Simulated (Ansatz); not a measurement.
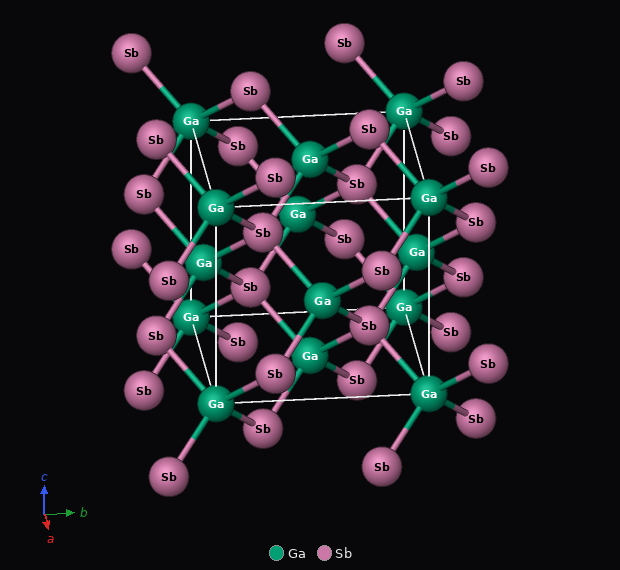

The compound is GaSb (space group F-43m, No. 216), taken as a calculation's input that goes back to an entry of the Crystallography Open Database (an earlier step may have relaxed or displaced it).

Bonds are taken as Ga–Sb below 3 Å; no other contact counts. The graph is simplified in the usual way: terminal and isolated atoms are pruned, two-connected atoms become edges.

What kind of net remains, and which atoms are its nodes?

A uninodal 4-connected, three-periodic net: Ga and Sb are 4-connected nodes.

Does the net have a name?

It is the dia net, known from diamond, zinc blende and cristobalite.

Is the net interpenetrated?

It is a single net, without interpenetration.

How many nodes does the smallest cycle have?

Six.
